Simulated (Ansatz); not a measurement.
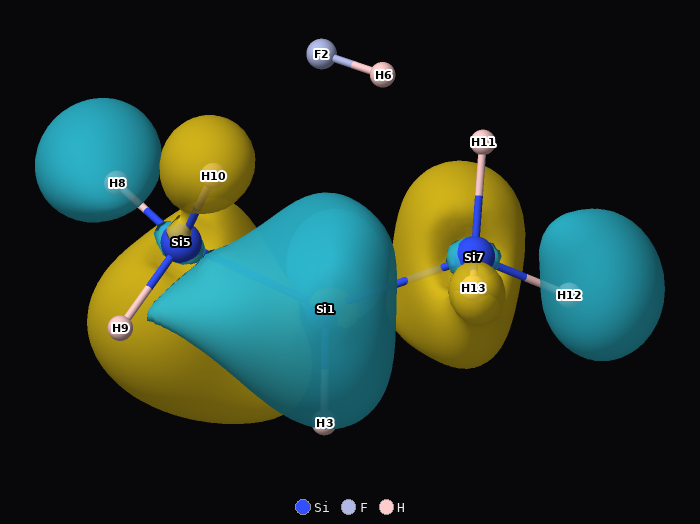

*H8Si3···HF. The LUMO at ±0.08 Å⁻³ᐟ² (yellow and cyan are the two phases), seen at a tilt.*

The product side of a reaction path; geometry: PBE0-D4/def2-TZVP; a saddle point, not a minimum.

Theory: RKS PBE0-D4/def2-TZVPP (Ansatz 0.2.0).

| atom | x (Å) | y (Å) | z (Å) |
| --- | --- | --- | --- |
| Si | -1.1346 | -0.3786 | -0.1883 |
| F | 0.7159 | 1.8473 | 1.4751 |
| H | -1.9357 | -1.4086 | -0.9081 |
| H | -2.0738 | 0.6125 | 0.4011 |
| Si | 0.2169 | -1.3761 | 1.4526 |
| H | 0.9028 | 1.9437 | 0.5709 |
| Si | 0.1936 | 0.6960 | -1.7868 |
| H | -0.1591 | -0.9008 | 2.8069 |
| H | 0.0478 | -2.8535 | 1.3916 |
| H | 1.6468 | -1.0639 | 1.1936 |
| H | 1.0220 | 1.7731 | -1.1486 |
| H | -0.5991 | 1.3607 | -2.8538 |
| H | 1.1565 | -0.2518 | -2.4061 |

**Where does this orbital lie, and at what energy?**

By Hirshfeld shares it lies mainly on Si1 (about 30 %), Si5 (about 25 %), Si7 (about 20 %) and H12 (about 5 %). Its energy is −0.38 eV.
